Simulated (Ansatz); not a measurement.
Density of states of ZnSnP2 (I-42d, 8 atoms in the cell).

```
ZnSnP2
1.0
   -2.83109     2.83109     5.67689
    2.83109    -2.83109     5.67689
    2.83109     2.83109    -5.67689
Zn Sn P
2 2 4
Direct
  0.75000   0.25000   0.50000
  0.00000   0.00000   0.00000
  0.25000   0.75000   0.50000
  0.50000   0.50000   0.00000
  0.37500   0.35362   0.47862
  0.64638   0.12500   0.02138
  0.87500   0.89638   0.52138
  0.10362   0.62500   0.97862
```

Computed with PBEsol, PAW files made with PBE (plane waves; Ansatz, an electronic-structure program).

SCF settings: basis.ecutwfc = 30.9 Ry; kpoints.mp_grid.grid = 7 7 7; hamiltonian.xc = pbesol; hamiltonian.pseudopotentials = {kind: paw} (the program's default PAW files); scf.occupations.method = fermi_dirac; scf.occupations.width = 0.0037 Ry. Keys of the DOS step: output.dos.nscf_kmesh.grid = 11 11 11; output.dos.method = {smearing: {sigma: 0.3}} eV.

The starting cell comes from a database of computed structures (which also holds hypothetical and non-ambient phases and stackings), without a prior relaxation at this level. Its lattice was rescaled by a random factor within 2.5 % of one.

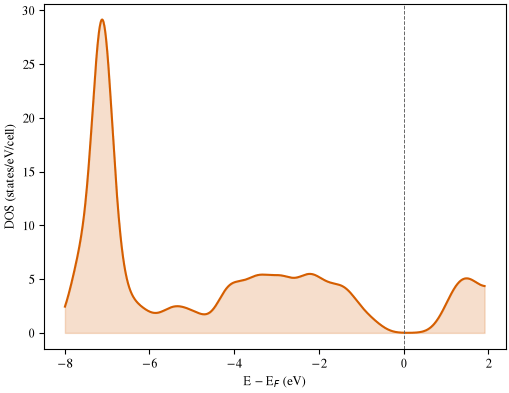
Figure. Total density of states, both spins summed.

Total DOS (both spins), as means of the tabulated values in each energy bin; the zero is the program's Fermi level or highest filled level, and the curve is cut to this window:

```json
[
 {"E (eV)": "-7.80", "states/eV/cell": "5.47"},
 {"E (eV)": "-7.40", "states/eV/cell": "17.9"},
 {"E (eV)": "-7.00", "states/eV/cell": "24.6"},
 {"E (eV)": "-6.60", "states/eV/cell": "7.33"},
 {"E (eV)": "-6.20", "states/eV/cell": "2.58"},
 {"E (eV)": "-5.80", "states/eV/cell": "1.95"},
 {"E (eV)": "-5.40", "states/eV/cell": "2.41"},
 {"E (eV)": "-5.00", "states/eV/cell": "2.11"},
 {"E (eV)": "-4.60", "states/eV/cell": "1.99"},
 {"E (eV)": "-4.20", "states/eV/cell": "3.92"},
 {"E (eV)": "-3.80", "states/eV/cell": "4.90"},
 {"E (eV)": "-3.40", "states/eV/cell": "5.36"},
 {"E (eV)": "-3.00", "states/eV/cell": "5.36"},
 {"E (eV)": "-2.60", "states/eV/cell": "5.18"},
 {"E (eV)": "-2.20", "states/eV/cell": "5.40"},
 {"E (eV)": "-1.80", "states/eV/cell": "4.82"},
 {"E (eV)": "-1.40", "states/eV/cell": "4.17"},
 {"E (eV)": "-1.00", "states/eV/cell": "2.52"},
 {"E (eV)": "-0.60", "states/eV/cell": "0.96"},
 {"E (eV)": "-0.20", "states/eV/cell": "0.13"},
 {"E (eV)": "0.20", "states/eV/cell": "0.02"},
 {"E (eV)": "0.60", "states/eV/cell": "0.48"},
 {"E (eV)": "1.00", "states/eV/cell": "2.66"},
 {"E (eV)": "1.40", "states/eV/cell": "4.84"}
]
```

The gap on the SCF mesh is 0.72 eV.

Keys are those of Ansatz 0.2.
